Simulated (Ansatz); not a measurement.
```
CELL_PARAMETERS angstrom
1.92429 3.32223 0.02790
-1.92585 3.32315 0.04560
-0.04349 0.10625 9.51435
ATOMIC_POSITIONS crystal
Nb 0.34900 0.31803 0.68127
Zn 0.01580 0.99973 0.00656
Zn 0.67920 0.64846 0.31317
P 0.01376 0.98640 0.25074
P 0.68365 0.65406 0.57685
P 0.35021 0.33845 0.92422
```

Space group P1; a structure from a database of computed crystals, not necessarily the ambient phase; started from the MnCd2Te3-156 prototype, which need not be the ambient phase; changed on purpose from its base cell (shaken).

Theory: DFT, PBEsol, plane waves, PAW in Ansatz 0.2.0.

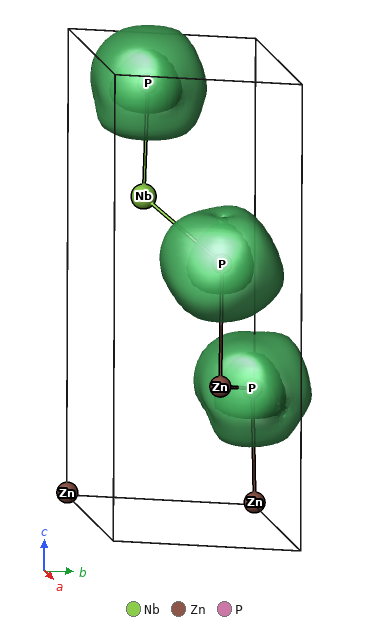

NbZn$_{2}$P$_{3}$. Isosurface of the electron localisation function at 0.7 (green), seen slightly off an axis. Only the valence region is drawn (cores and ρ < 0.01 e/Å³ removed). Sticks mark near contacts.

Core electrons are frozen (PAW), and the valence fields are smoothed inside the atomic spheres.

**What do the ELF domains correspond to?**

The surface consists of three regions wrapped around P (the valence shell of each), counted in one cell of 6 atoms. Any copies at cell faces, edges or corners count once. Along the contacts the grid gives the following. Zn–P (2.30 Å): the ELF peaks at about 0.90 in the valence shell of P, 0.8 Å from its nucleus, and is about 0.65 at the midpoint. Nb–P (2.32 Å): the ELF peaks at about 0.85 in the valence shell of P, 0.8 Å from its nucleus, and is about 0.60 at the midpoint.
